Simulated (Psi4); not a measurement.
# One shape, several levels: CH4NSi (SMILES C=N[SiH2])

We compute a comparison of 3 runs (UB3LYP/6-31G*, U-revTPSSh/6-311G, UCCSD(T)/pcseg-0) of CH4NSi. 

Program for the calculation: Psi4 1.11.

1 further run of the same task is left out (it didn't finish).

## 1. The system as given

CH4NSi: 7 atoms, total charge 0, spin state doublet. As SMILES, `C=N[SiH2]`. The shape is that of a GFN2-xTB optimisation.

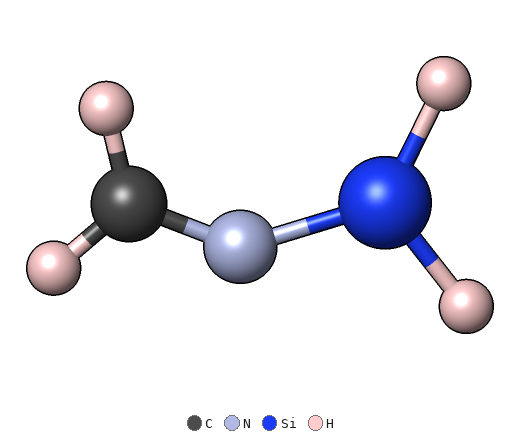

The structure, seen from a chosen angle (carbon dark grey, nitrogen light blue, silicon blue, hydrogen pink).

## 2. The energy at UB3LYP/6-31G(d) (spherical functions) (run 1)

Input file calc.in:

```
memory 1600 MB

molecule {
  0 2
  C     -1.243710    -0.210880    -0.669260
  N     -0.016440    -0.432190    -0.308170
  Si     1.178680     0.190460     0.630130
  H     -1.697610    -0.908750    -1.356980
  H     -1.844990     0.624540    -0.331550
  H      1.258060     1.367600     1.486690
  H      2.366000    -0.630770     0.549130
  units angstrom
  symmetry c1
  no_reorient
  no_com
}

set basis 6-31G*
set reference uks
set puream true
set e_convergence 1e-09
set d_convergence 1e-08
set scf_type pk
set dft_radial_points 99
set dft_spherical_points 590
set maxiter 200

result, w = energy("b3lyp", return_wfn=True)
oeprop(w, "MULLIKEN_CHARGES", "QUADRUPOLE", "MAYER_INDICES", title="B3LYP")
```

The run is started by

```
psi4 -n 1 calc.in calc.out
```

calc.out:

```text
[...]
  Running in c1 symmetry.
[...]
  Nuclear repulsion =   94.134155473035250
[...]
  Multiplicity = 2
[...]
  Nalpha       = 16
  Nbeta        = 15
[...]
    Number of basis functions: 54
[...]
   @UKS iter   1:  -384.33692876261949   -1.56574e-01   1.44726e-02 ADIIS/DIIS
[...]
   @UKS iter  14:  -384.67437099540780   -2.14300e-11   7.28175e-09 DIIS
[...]
   @S^2 Observed:                7.702079767E-01
[...]
    Orbital Energies [Eh]
    ---------------------
    Alpha Occupied:
       1A    -66.124449     2A    -14.321266     3A    -10.226848
       4A     -5.289339     5A     -3.651844     6A     -3.645745
       7A     -3.644866     8A     -0.883361     9A     -0.643774
      10A     -0.529889    11A     -0.462307    12A     -0.434591
      13A     -0.365708    14A     -0.351493    15A     -0.244604
      16A     -0.179533
    Alpha Virtual:
      17A     -0.017870    18A      0.012955    19A      0.065311
      20A      0.111456    21A      0.149349    22A      0.166120
      23A      0.207993    24A      0.225108    25A      0.243696
[...]
  @UKS Final Energy:  -384.67437099540780
   => Energetics <=
    Nuclear Repulsion Energy =             94.1341554730352499
    One-Electron Energy =                -715.8040831869363956
    Two-Electron Energy =                 265.0461513776169227
    DFT Exchange-Correlation Energy =     -28.0505946591235222
    Empirical Dispersion Energy =           0.0000000000000000
    VV10 Nonlocal Energy =                  0.0000000000000000
    Total Energy =                       -384.6743709954077985
[...]
 Multipole Moments:
 ------------------------------------------------------------------------------------
     Multipole            Electronic (a.u.)      Nuclear  (a.u.)        Total (a.u.)
 ------------------------------------------------------------------------------------
 L = 1.  Multiply by 2.5417464519 to convert [e a0] to [Debye]
 Dipole X            :        -17.2725278           17.0181932           -0.2543346
 Dipole Y            :          2.6197831           -2.2139086            0.4058745
 Dipole Z            :         -5.4857053            5.6622998            0.1765944
 Magnitude           :                                                    0.5104956
 L = 2.  Multiply by 1.3450342976 to convert [e a0^2] to [Debye ang]
 Quadrupole XX       :       -168.4976559          150.6965420          -17.8011139
 Quadrupole XY       :        -18.8700424           19.2295105            0.3594682
[...]
  Mulliken Charges: (a.u.)
   Center  Symbol    Alpha    Beta     Spin     Total
       1     C     3.30415  2.83124  0.47291 -0.13539
       2     N     3.57859  3.75513 -0.17653 -0.33372
       3    SI     7.27969  6.45804  0.82164  0.26227
       4     H     0.41464  0.44039 -0.02575  0.14497
       5     H     0.42070  0.44360 -0.02290  0.13570
       6     H     0.50758  0.53798 -0.03041 -0.04556
       7     H     0.49466  0.53362 -0.03896 -0.02828
   Total alpha = 16.00000, Total beta = 15.00000, Total charge = -0.00000
  Mayer Bond Indices:
[...]
```

It took 10 s on 1 thread of AMD EPYC 9R45 (Zen 5), shared host; peak memory 0.78 GiB.

## 3. The charge distribution at U-revTPSSh/6-311G (density fitting) (run 2)

Input file input.inp:

```
memory 1600 mb

molecule system {
  0 2
  C     -1.243710    -0.210880    -0.669260
  N     -0.016440    -0.432190    -0.308170
  Si     1.178680     0.190460     0.630130
  H     -1.697610    -0.908750    -1.356980
  H     -1.844990     0.624540    -0.331550
  H      1.258060     1.367600     1.486690
  H      2.366000    -0.630770     0.549130
  units angstrom
  symmetry c1
}

set {
  basis     6-311G
  reference uks
}

e_tot, wfn = energy("revtpssh", return_wfn=True)
oeprop(wfn, "WIBERG_LOWDIN_INDICES", "MULTIPOLE(3)", title="REVTPSSH")
```

The run is started by

```
psi4 input.inp input.out -n 1
```

input.out:

```text
[...]
  Running in c1 symmetry.
[...]
  Nuclear repulsion =   94.134155473035250
[...]
  Multiplicity = 2
[...]
  Nalpha       = 16
  Nbeta        = 15
[...]
    Number of basis functions: 59
[...]
   @DF-UKS iter   1:  -384.15692986923312   -6.38503e-02   1.47294e-02 ADIIS/DIIS
[...]
   @DF-UKS iter  10:  -384.54176184172690   -8.49162e-08   9.04271e-07 DIIS
[...]
   @S^2 Observed:                7.723408599E-01
[...]
    Orbital Energies [Eh]
    ---------------------
    Alpha Occupied:
       1A    -66.038223     2A    -14.268918     3A    -10.185994
       4A     -5.254000     5A     -3.589644     6A     -3.586488
       7A     -3.584725     8A     -0.880866     9A     -0.639426
      10A     -0.524581    11A     -0.455636    12A     -0.428623
      13A     -0.362417    14A     -0.345335    15A     -0.224902
      16A     -0.183731
    Alpha Virtual:
      17A     -0.031083    18A      0.001125    19A      0.042401
      20A      0.079247    21A      0.106509    22A      0.149984
      23A      0.157887    24A      0.166040    25A      0.166935
[...]
  @DF-UKS Final Energy:  -384.54176184172690
   => Energetics <=
    Nuclear Repulsion Energy =             94.1341554730352499
    One-Electron Energy =                -715.3610354726150717
    Two-Electron Energy =                 267.9554168504342329
    DFT Exchange-Correlation Energy =     -31.2702986925812745
    Empirical Dispersion Energy =           0.0000000000000000
    VV10 Nonlocal Energy =                  0.0000000000000000
    Total Energy =                       -384.5417618417268955
[...]
 Multipole Moments:
 ------------------------------------------------------------------------------------
     Multipole            Electronic (a.u.)      Nuclear  (a.u.)        Total (a.u.)
 ------------------------------------------------------------------------------------
 L = 1.  Multiply by 2.5417464519 to convert [e a0] to [Debye]
 Dipole X            :          0.7657954           -1.0609931           -0.2951977
 Dipole Y            :         -0.1168094            0.6114941            0.4946846
 Dipole Z            :          0.2475622           -0.0257262            0.2218360
 Magnitude           :                                                    0.6173052
 L = 2.  Multiply by 1.3450342976 to convert [e a0^2] to [Debye ang]
 Quadrupole XX       :       -159.1412265          141.3903100          -17.7509166
 Quadrupole XY       :        -20.2869640           20.4239600            0.1369960
[...]
```

It took 8.7 s on 1 thread of AMD EPYC 9R45 (Zen 5), shared host; peak memory 0.72 GiB.

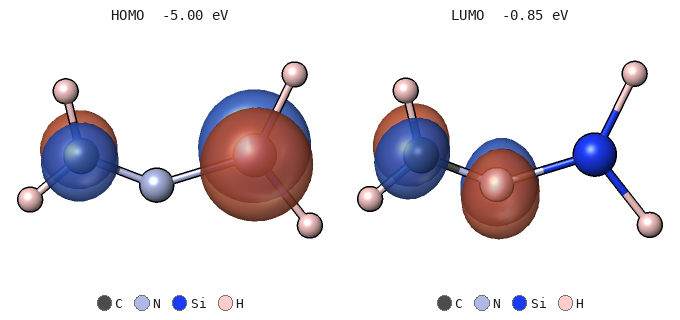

Frontier orbitals of this run (spin up), surfaces at ±0.2 Å^-3/2.

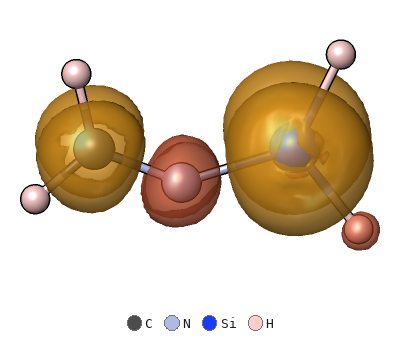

Spin density, surfaces at ±0.03 e/Å³.

## 4. A single-point energy at UCCSD(T)/pcseg-0 (run 3)

Input file job.py:

```python
import psi4

psi4.set_memory('1600 MB')
psi4.set_num_threads(1)
psi4.core.set_output_file('run.log', False)

mol = psi4.geometry("""
0 2
C
N 1 1.29829
Si 2 1.642075 1 141.47035
H 1 1.079818 2 117.66638 3 179.60974
H 1 1.083288 4 117.62219 2 179.90442
H 3 1.457963 2 132.95955 1 -0.0312
H 3 1.445928 6 116.53648 2 179.78271
symmetry c1
no_reorient
no_com
""")

psi4.set_options(dict(reference='uhf', freeze_core=True, scf_type='pk'))

E, wfn = psi4.energy('ccsd(t)/pcseg-0', return_wfn=True)
print(f'total energy {E:.8f} hartree = {E * 27.211386:.5f} eV')
```

The run is started by

```
python job.py
```

run.log:

```text
[...]
  Running in c1 symmetry.
[...]
  Nuclear repulsion =   94.134154928221619
[...]
  Multiplicity = 2
[...]
  Nalpha       = 16
  Nbeta        = 15
[...]
    Number of basis functions: 39
[...]
   @UHF iter   1:  -382.74031065506875   -5.95646e-01   9.02586e-03 ADIIS/DIIS
[...]
   @UHF iter  17:  -382.84088956122355   -6.82121e-13   5.26846e-09 DIIS
[...]
   @S^2 Observed:                9.655873467E-01
[...]
    Orbital Energies [Eh]
    ---------------------
    Alpha Occupied:
       1A    -68.746368     2A    -15.552325     3A    -11.287793
       4A     -6.071391     5A     -4.283504     6A     -4.276002
       7A     -4.274483     8A     -1.183265     9A     -0.879386
      10A     -0.725217    11A     -0.645064    12A     -0.601337
      13A     -0.501248    14A     -0.477235    15A     -0.370839
      16A     -0.287196
    Alpha Virtual:
      17A      0.138463    18A      0.167981    19A      0.191372
      20A      0.234456    21A      0.274278    22A      0.309149
      23A      0.352367    24A      0.480831    25A      0.710810
[...]
  @UHF Final Energy:  -382.84088956122355
   => Energetics <=
    Nuclear Repulsion Energy =             94.1341549282216192
    One-Electron Energy =                -713.9506363807549860
    Two-Electron Energy =                 236.9755918913098185
    Total Energy =                       -382.8408895612235483
  UHF NO Occupations:
  HONO-2 :   14  A 1.9955773
  HONO-1 :   15  A 1.8956651
[...]
 Multipole Moments:
 ------------------------------------------------------------------------------------
     Multipole            Electronic (a.u.)      Nuclear  (a.u.)        Total (a.u.)
 ------------------------------------------------------------------------------------
 L = 1.  Multiply by 2.5417464519 to convert [e a0] to [Debye]
 Dipole X            :          0.0056895           -0.0059288           -0.0002393
 Dipole Y            :         -0.0799620           -0.5084199           -0.5883819
 Dipole Z            :          0.6792147           -1.1143471           -0.4351324
 Magnitude           :                                                    0.7318015
[...]
      * MP2 total energy                      = -383.067879355742718
[...]
      * CCSD total energy                     = -383.107541059813855
[...]
      * CCSD(T) total energy                     = -383.115624726348130
```

Standard output:

```text
total energy -383.11562473 hartree = -10425.10715 eV
```

Run time: 4.8 s. Hardware: 1 thread of AMD EPYC 9R45 (Zen 5), shared host; peak memory 0.22 GiB.

## 5. Overview of the runs

```tsv
run	level	task	integrals	energy (Eh)	dipole moment (D)	HOMO energy (eV)	LUMO energy (eV)	wall time
1	UB3LYP/6-31G* (spherical functions)	energy	pk	-384.674371	1.30	-4.89	-2.30	10 s
2	U-revTPSSh/6-311G (density fitting)	properties	df	-384.541762	1.57	-5.00	-2.76	8.7 s
3	UCCSD(T)/pcseg-0	energy	pk	-383.115625	–	-7.82	1.93	4.8 s
```

## 6. Outcome

| quantity | value |
| --- | --- |
| run 3: total energy | -383.11562 Eh |
| run 3: HOMO energy (Hartree–Fock orbitals) (highest over α and β) | -7.82 eV |
| run 3: LUMO energy (Hartree–Fock orbitals) (lowest over α and β) | 1.93 eV |
| run 3: correlation energy (7 core orbitals frozen) | -274.7 mEh |
| run 3: (T) correction | -8.08 mEh |
| run 3: ⟨S²⟩ of the reference determinant | 0.966 |
| run 3: T1 diagnostic | 0.049 |

**Reading.** Totals of different functionals can't be ranked against each other. Spin contamination of the reference: run 3 ⟨S²⟩ = 0.97. All runs together took 24 s, the longest 10 s.
